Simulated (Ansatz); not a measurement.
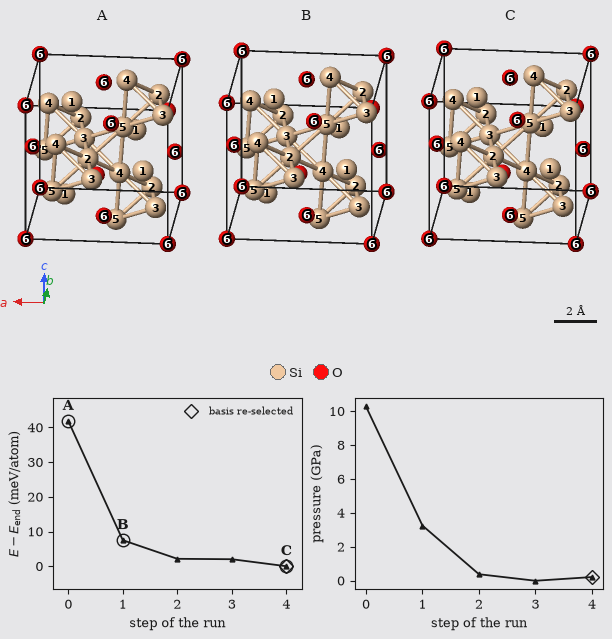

Frames of a relaxation of a crystal of Si5O (a generated structure, set up in F-43m) (coarse preliminary run), marked on the history of the run. The picture is a ball-and-stick view of the conventional cell (4 times the calculation's cell), seen from a free direction. Lengths and directions refer to the drawn axes.

All numbers below come from DFT PBE, scalar-relativistic, plane waves, PAW (Ansatz 0.2.0). Set-up: plane-wave cutoff 420 eV; k-point mesh 4 × 4 × 4; occupations gaussian; smearing width 0.1 eV; no spin polarisation; cell and atoms relaxed; force threshold 0.04 eV/Å; at most 70 steps.

### Describe the path.

After 3 accepted moves (4 points after the start) the energy has fallen by 41.9 meV per atom. Largest force component: 0.48 eV/Å at the start, 0.002 eV/Å at the end. The pressure goes from 10.28 to 0.21 GPa. At 1 point the geometry stayed and the basis and grid were re-selected for the new cell (energy shift of 2.0 meV per atom at most each time). The largest moves relative to the cell, 0.022 Å, are those of Si2, Si3, Si4 and Si5. Si4 goes along [−1 −1 −1]. O stays in place. The drawn cell changes as follows: a = b = c 6.830 → 7.031 Å (+2.9 %); the volume changes by +9.1 %. Some distances before and after: Si2–Si3 2.394 → 2.501 Å, Si2–Si3 (another image) 2.436 → 2.471 Å. The space group stays F-43m (No. 216). From step 0 to 1: volume +5.7 %, energy −34.4 meV per atom. From step 1 to 4: volume +3.1 %, energy −7.5 meV per atom.

```json
{"step": "0", "E − E(0), meV/atom": "0.00", "largest force component, eV/Å": "0.4752", "pressure, GPa": "10.28", "volume, Å³/atom": "13.278", "note": ""}
{"step": "1", "E − E(0), meV/atom": "-34.37", "largest force component, eV/Å": "0.2304", "pressure, GPa": "3.25", "volume, Å³/atom": "14.040", "note": ""}
{"step": "2", "E − E(0), meV/atom": "-39.74", "largest force component, eV/Å": "0.0573", "pressure, GPa": "0.38", "volume, Å³/atom": "14.425", "note": ""}
{"step": "3", "E − E(0), meV/atom": "-39.86", "largest force component, eV/Å": "0.0019", "pressure, GPa": "0.00", "volume, Å³/atom": "14.482", "note": ""}
{"step": "4", "E − E(0), meV/atom": "-41.88", "largest force component, eV/Å": "0.0020", "pressure, GPa": "0.21", "volume, Å³/atom": "14.482", "note": "same geometry, new basis"}
```
